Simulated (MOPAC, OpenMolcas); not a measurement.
# A ladder of methods for BH3O2 (SMILES OBO)

BH3O2 has 6 atoms, charge 0, and is taken as a singlet. As SMILES, `OBO`. The shape is that of a PBE0-D4/def2-TZVP optimisation. This is one conformer, not always the lowest.

```csv
atom,x (Å),y (Å),z (Å)
O,-1.1762,-0.5245,-0.2518
B,0.0495,0.0281,-0.0729
O,0.5806,-0.0538,1.1725
H,-1.4947,-0.4335,-1.1506
H,0.6378,0.5656,-0.9761
H,1.4452,0.3541,1.2328
```

Quantity: the dipole moment, in D. The values are calculated.

```csv
level,kind,program,value (D)
AM1,semi-empirical,MOPAC,2.52
PM7,semi-empirical,MOPAC,2.86
HF/def2-TZVP,Hartree–Fock,OpenMolcas,2.64
SVWN5/def2-TZVP,LDA,OpenMolcas,2.21
PBE/def2-TZVP,GGA,OpenMolcas,2.12
revPBE/def2-TZVP,GGA,OpenMolcas,2.09
r2SCAN/def2-TZVP,meta-GGA,OpenMolcas,2.20
M06-2X/def2-TZVP,hybrid meta-GGA,OpenMolcas,2.43
```

The values span 2.09 to 2.86 D. Magnitudes only.

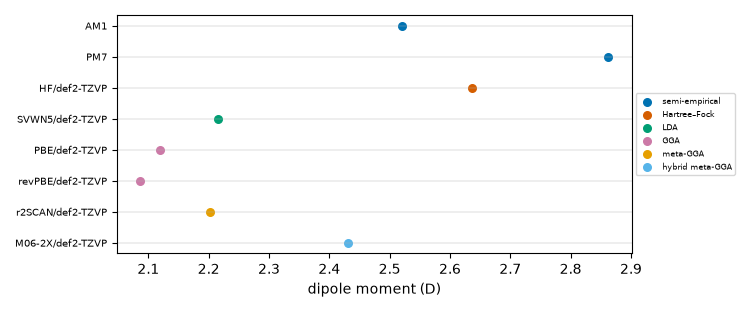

The values of the table, level by level.
